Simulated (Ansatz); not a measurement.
**ClH₅OSi₂: density, localisation and related maps**

The calculation's input:

```
crystal:
  periodic: [false, false, false]
  atoms:
    - {symbol: Si, position_ang: [-0.017767, -1.788085, 0.583299]}
    - {symbol: Cl, position_ang: [1.181441, -0.961954, 2.068437]}
    - {symbol: H, position_ang: [0.184171, -1.315634, -0.983204]}
    - {symbol: O, position_ang: [-0.422287, -0.353511, -0.516229]}
    - {symbol: Si, position_ang: [0.011281, 1.270068, -0.594400]}
    - {symbol: H, position_ang: [-1.306155, -2.002593, 1.315475]}
    - {symbol: H, position_ang: [1.488032, 1.388409, -0.610567]}
    - {symbol: H, position_ang: [-0.559883, 1.954019, 0.587841]}
    - {symbol: H, position_ang: [-0.558732, 1.809382, -1.850554]}
basis:
  gaussian: {orbitals: def2-TZVPP}
hamiltonian: {xc: pbe0, dispersion: d4}
output: {orbitals: {seedname: orbitals}}
```

Launched as:

```sh
ansatz run in.yaml --threads 4 --pin off --events-out ev --progress --plain --max-ram 9574MiB
```

A transition-state structure; geometry: PBE0-D4/def2-TZVP.

The calculation used RKS PBE0-D4/def2-TZVPP (Ansatz).

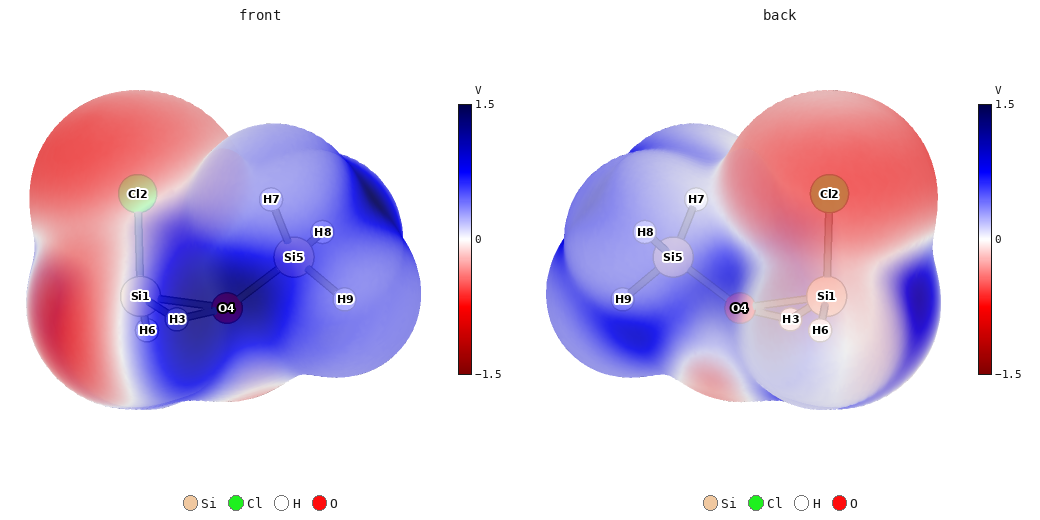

Figure 1. The electrostatic potential painted on the density surface at 0.001 e/bohr³, seen from the front and from behind; the colour scale runs from red (negative) to blue (positive).

### Which sites attract a positive test charge, and which a negative one?

A positive charge is drawn to the negative regions and a negative charge to the positive ones. The most negative region (about −0.6 V, or −14 kcal/mol for a unit charge) lies over H3, the most positive (about +1.3 V, or +30 kcal/mol for a unit charge) over Si5.

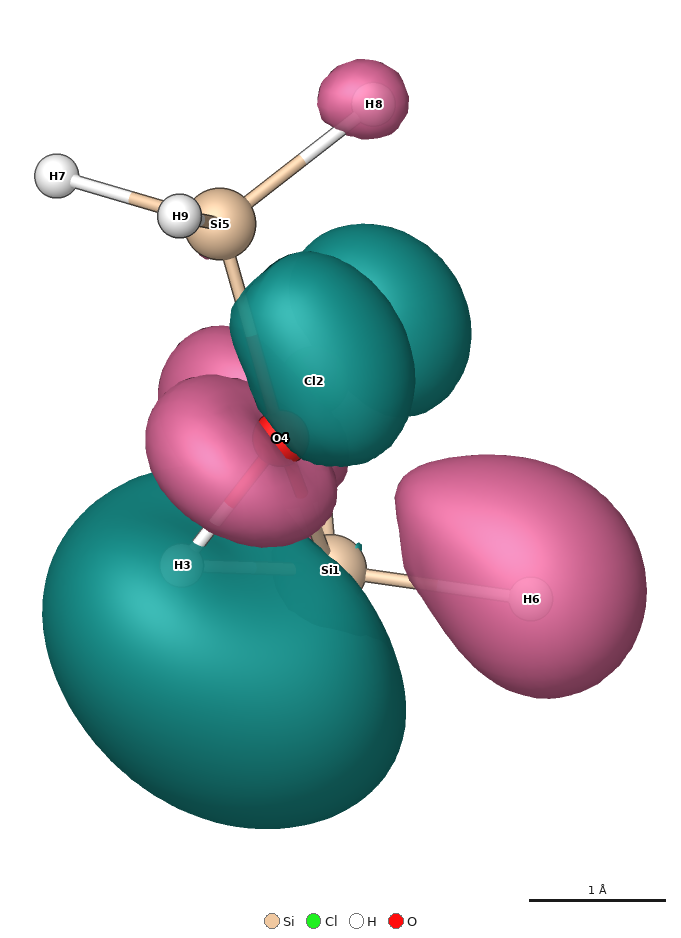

Figure 2. One frontier orbital at ±0.1 Å⁻³ᐟ² (teal and pink are the two phases), seen at an oblique angle.

### Which orbital is it: HOMO or LUMO?

The HOMO, at −6.42 eV. It lies mainly on Si1 (about 50 %), O4 (about 15 %), Cl2 (about 10 %), H3 (about 10 %) and H6 (about 10 %).

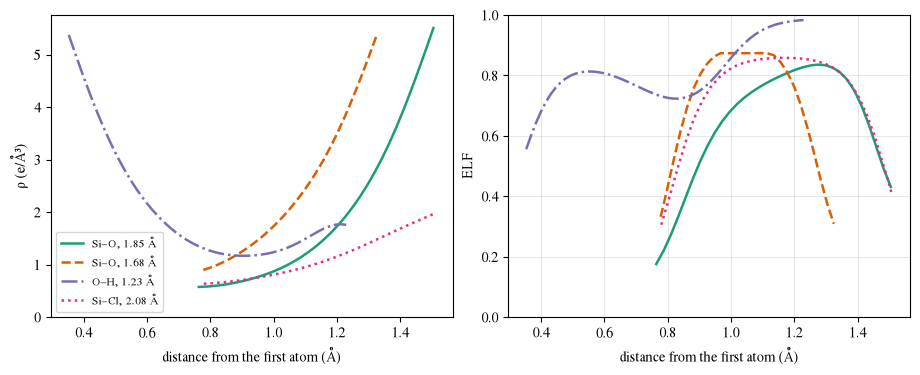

Figure 3. Electron density and ELF along straight lines between neighbouring atoms. The curves leave out the atomic cores.

### Compare the contacts.

Si–O (1.85 Å): ρ is about 0.72 e/Å³ halfway; the ELF peaks at about 0.85 between the atoms, as expected for a shared but strongly polarised pair.
Si–O (1.68 Å): ρ is about 1 e/Å³ halfway; the ELF peaks at about 0.85 between the atoms (a polar covalent bond).
O–H (1.23 Å): the density is about 2.1 e/Å³ at the midpoint; the ELF climbs to about 0.95 towards the hydrogen, as it does in any bond to H.
Si–Cl (2.08 Å): ρ at the midpoint is about 0.86 e/Å³; the ELF peaks at about 0.85 between the atoms (a polar covalent bond).

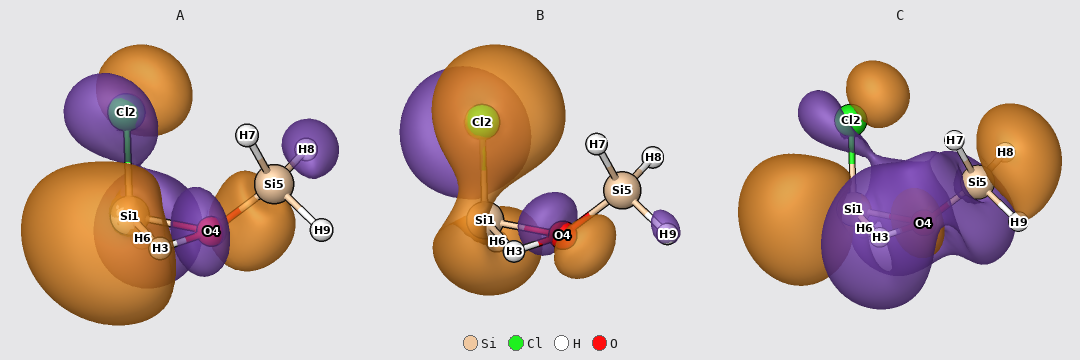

Figure 4. Three frontier orbitals at ±0.06 Å⁻³ᐟ² (orange and purple are the two phases), in no order.

### Which picture is the HOMO−1, the HOMO and the LUMO?

B is the HOMO−1 (−9.23 eV). It lies mainly on Cl2 (about 75 %) and Si1 (about 10 %); largely a lone pair of Cl2. A is the HOMO (−6.42 eV). It lies mainly on Si1 (about 50 %), O4 (about 15 %), Cl2 (about 10 %), H3 (about 10 %) and H6 (about 10 %). C is the LUMO (−1.50 eV). By Hirshfeld shares it lies mainly on Si1 (about 45 %), H3 (about 15 %), Si5 (about 15 %), O4 (about 10 %) and Cl2 (about 10 %).

### What is the HOMO–LUMO gap?

4.92 eV between the orbital energies.
